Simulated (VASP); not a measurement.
Band structure of Be (hcp). Computed with MS2 meta-GGA, VASP's PBE PAW potentials (set 64) (plane waves; VASP).

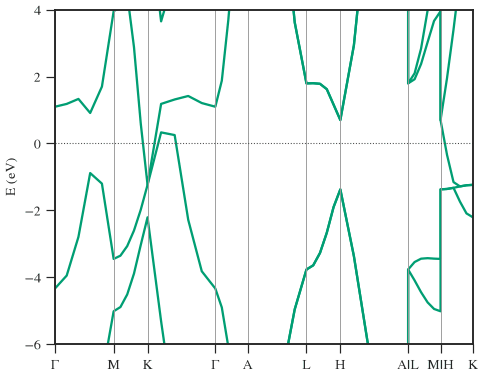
Figure. Bands along high-symmetry lines, zero at the valence-band maximum or, without a gap, the Fermi level

### Question
Read the plot: is there a gap, and where are the band edges?

### Answer
It has no gap at this level: it comes out as a metal or semimetal.

The compound is Be in the hcp structure. It was relaxed first.
